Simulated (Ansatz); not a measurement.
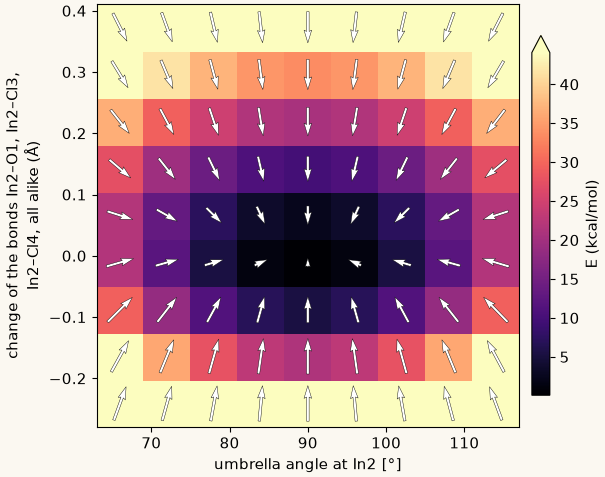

Energy landscape of Cl2HInO, SMILES [OH][In]([Cl])[Cl]. The first coordinate is: umbrella angle at In2 (between each of its bonds and their common axis; 90 is planar); the second: change of the bonds In2–O1, In2–Cl3, In2–Cl4, all alike. Nothing is relaxed (all other coordinates rigid). The grid has 9 × 9 points; 45 points were computed and 36 follow by symmetry. Points are written as (first, second). Energies: kcal/mol, counted from the relaxed molecule at the same level. Level of theory: Ansatz, RKS r2SCAN-D4/def2-TZVP.

In the figure: one coloured cell a grid point, arrows along the force (downhill), their lengths compressed, one colour for all values above the top of the scale. 

**Where are the wells?**

The lowest grid point is at (90°, −0.011 Å), 0.07 kcal/mol from the relaxed molecule at the same level. No other kind of well shows on this grid. The highest grid point, (66°, −0.241 Å), lies 82.2 kcal/mol above the lowest. Round the minimum the two coordinates are nearly uncoupled.

Grid values (kcal/mol):

```csv
"second ↓, first →",66,72,78,84,90,96,102,108,114
0.373,60.5,54.8,50.7,48.4,47.6,48.4,50.7,54.8,60.5
0.296,47.9,41.5,37.0,34.4,33.5,34.4,37.0,41.5,47.9
0.219,36.5,29.4,24.5,21.6,20.6,21.6,24.5,29.4,36.5
0.142,27.4,19.5,14.0,10.8,9.7,10.8,14.0,19.5,27.4
0.066,21.9,13.2,7.1,3.6,2.4,3.6,7.1,13.2,21.9
−0.011,21.7,12.0,5.3,1.4,0.1,1.4,5.3,12.0,21.7
−0.088,29.4,18.6,11.2,6.8,5.4,6.8,11.2,18.6,29.4
−0.164,47.9,35.9,27.7,22.8,21.2,22.8,27.7,35.9,47.9
−0.241,82.3,68.8,59.6,54.2,52.4,54.2,59.6,68.8,82.3
```

Each point was launched as `ansatz run input.yaml --threads 1 --pin off --max-ram 2560MiB --backend cpu --events-out ev --progress --plain --runs-dir out`. Time for the 45 points that were run: 6.5 min on 1 thread of Intel(R) Xeon(R) CPU @ 2.60GHz (Ice Lake), with other jobs on the host.
